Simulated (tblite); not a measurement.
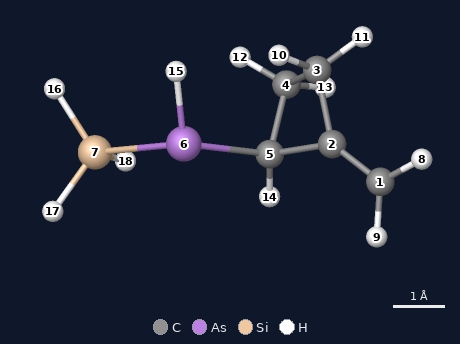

This is the input geometry for a relaxation of C₅H₁₁AsSi. Style: ball-and-stick. Shown at a tilt.

These are results of GFN2-xTB geometry optimisation, gas phase in tblite, not measurements.

```xyz
18

C    -2.5941   -1.3212   -0.4036
C    -1.6110   -0.5443    0.0159
C    -1.5031    0.8537    0.5163
C    -0.3660    0.3618    1.3842
C    -0.1357   -0.6410    0.2547
As    0.9499    0.2765   -1.1220
Si    3.1803    0.1443   -0.4444
H    -3.6194   -0.9643   -0.4566
H    -2.3284   -2.3423   -0.6975
H    -1.1725    1.5326   -0.2879
H    -2.3782    1.2105    1.0883
H     0.4846    1.0288    1.4813
H    -0.7030   -0.1279    2.3524
H     0.2625   -1.6111    0.5531
H     0.6333    1.8141   -1.2183
H     3.7117    1.5198   -0.3035
H     3.9753   -0.6352   -1.3732
H     3.2050   -0.5483    0.8548
```

**Where does the relaxation end?**

H16 moves most after the best rigid fit: 1.25 Å. Largest moves by element: H 1.25 Å, As 0.86 Å, C 0.50 Å, Si 0.30 Å. Among the contacts that change: C3–As6 3.006 → 3.775 Å, As6–H15 1.573 → 1.509 Å, C4–H13 1.136 → 1.089 Å, C3–C4 1.513 → 1.539 Å. Bond angles that change, for instance: C5–As6–H15 112.7° → 94.4°, C4–C5–As6 107.0° → 119.0°, Si7–As6–H15 105.4° → 93.4°. Groups turn about As6–Si7 by about 60°, C2–C5 by about 40°, C4–C5 by about 35°. Over 190 geometry steps the energy falls by 108.8 kJ/mol. Cost: 2.6 s on 1 thread of Arm Neoverse N1, with other jobs on the host.

History of the run:

| step | E − E(0), kJ/mol |
| --- | --- |
| 0 | 0.00 |
| 1 | -23.67 |
| 2 | -47.90 |
| 3 | -59.69 |
| 4 | -67.18 |
| 5 | -73.25 |
| 6 | -78.76 |
| 7 | -81.60 |
| 8 | -84.83 |
| 9 | -86.36 |
| 10 | -87.66 |
| 19 | -94.87 |
| 29 | -102.06 |
| 38 | -105.40 |
| 48 | -106.38 |
| 57 | -106.57 |
| 67 | -106.84 |
| 76 | -107.10 |
| 86 | -107.20 |
| 95 | -107.28 |
| 105 | -107.44 |
| 114 | -107.56 |
| 124 | -107.61 |
| 133 | -107.65 |
| 143 | -107.78 |
| 152 | -107.85 |
| 162 | -108.05 |
| 171 | -108.60 |
| 181 | -108.69 |
| 190 | -108.78 |

The structure at the end:

```xyz
18

C    -2.4373   -1.1639   -0.6340
C    -1.5840   -0.4346    0.0565
C    -1.7012    0.8168    0.8818
C    -0.1843    0.7586    1.1324
C    -0.1040   -0.5330    0.2930
As    1.0130   -0.5458   -1.3607
Si    3.0305   -0.0739   -0.3027
H    -3.4857   -0.9207   -0.6868
H    -2.1091   -2.0396   -1.1738
H    -2.0451    1.6912    0.3283
H    -2.3164    0.7050    1.7749
H     0.3611    1.6056    0.7133
H     0.0976    0.6415    2.1781
H     0.1752   -1.4210    0.8731
H     0.7458    0.9018   -1.6937
H     3.0091    1.0663    0.6249
H     4.0796    0.1990   -1.2913
H     3.4464   -1.2467    0.4806
```

The end point in the same view:

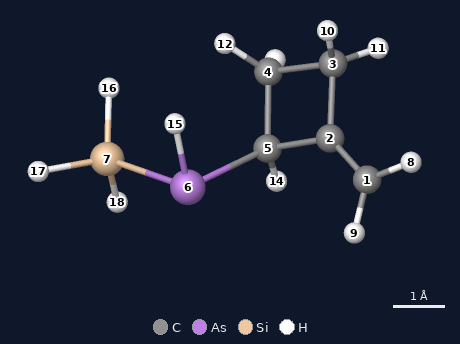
